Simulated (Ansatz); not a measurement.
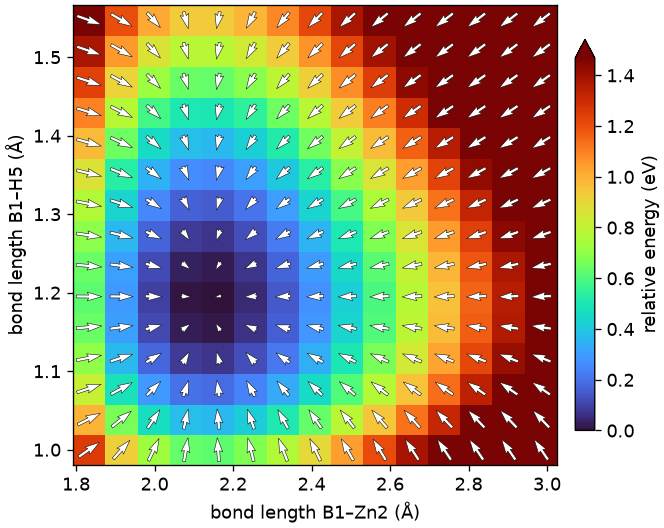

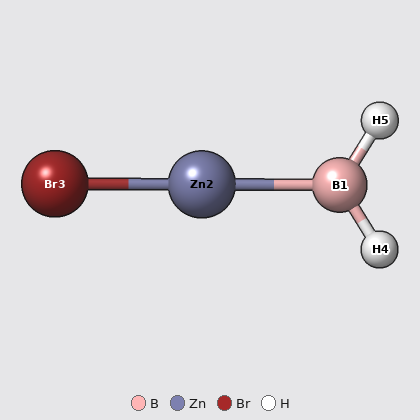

Energy landscape of BBrH2Zn, SMILES [BH2][Zn][Br]. Coordinates scanned: (1) bond length B1–Zn2; (2) bond length B1–H5. Nothing is relaxed (all other coordinates rigid). Grid: 15 × 15 points. Energies: eV, counted from the lowest grid point. Method: RHF/def2-TZVP (Ansatz).

Drawn: one coloured cell a grid point, arrows along the force (downhill), their lengths compressed, one colour for all values above the top of the scale. The second picture is the structure at the lowest point.

Question: Where are the wells?

Answer: The lowest grid point is at bond length B1–Zn2 = 2.162 Å, bond length B1–H5 = 1.195 Å. No other kind of well shows on this grid. The highest grid point, bond length B1–Zn2 = 2.985 Å, bond length B1–H5 = 1.547 Å, lies 2.52 eV above the lowest. Round the minimum the two coordinates are nearly uncoupled.

The whole map (225 points run) took 14 min on 1 thread of Arm Neoverse V2, on a shared host.
